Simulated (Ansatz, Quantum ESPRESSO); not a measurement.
# NiSi2(111): the work function at a withheld member of a series

How the rows were computed: Quantum ESPRESSO 7.5, PBE, GBRV ultrasoft. Symmetric 1×1 slabs with 16 Å of vacuum in the starting cell; the two outer layers of each face relax in a periodic cell and the inner ones are held; a run under open boundaries (ESM, bc1) then gives the work function. Cold smearing of 0.02 Ry, one mesh for all thicknesses. The slabs take the lattice constants of the bulk relaxed by the same program. The series steps the number of trilayers.

```
number of trilayers  work function (eV)
        2 trilayers              4.5618
        3 trilayers              4.5276
        4 trilayers              4.5810
        6 trilayers              4.5430
        7 trilayers              4.5369
```

To predict: What is the work function at 5 trilayers?

**Fit.** The rows at 4 trilayers and 6 trilayers give a slope of (4.5430 − (4.5810))/(6 − (4)) = −0.019, so a straight line gives 4.5620 eV. A parabola through these and the row at 3 trilayers gives 4.5861 eV.

**The withheld run.** 4.5880 eV. The line misses by −0.0260 and the parabola by −0.0019 eV. The parabola does better, partly by luck: the series turns more than once.

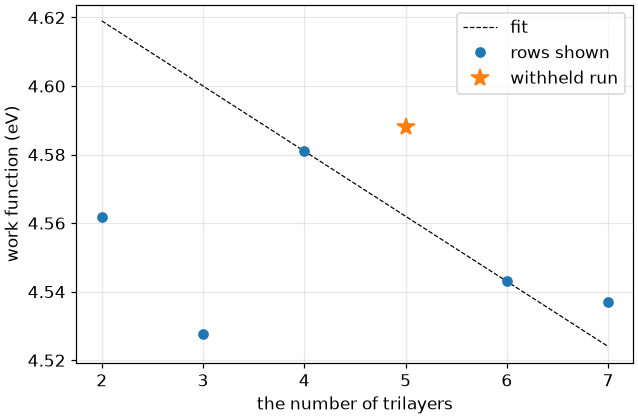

The rows shown, the fit and the withheld run.

**Limits.** Unreconstructed faces. One mesh, so part of the swing with thickness is sampling.

[Logs are printed without paths, hosts, clocks, repeated set-up lines and the standing remarks that a program may print on its own settings, such as how far it seeks lower states.]
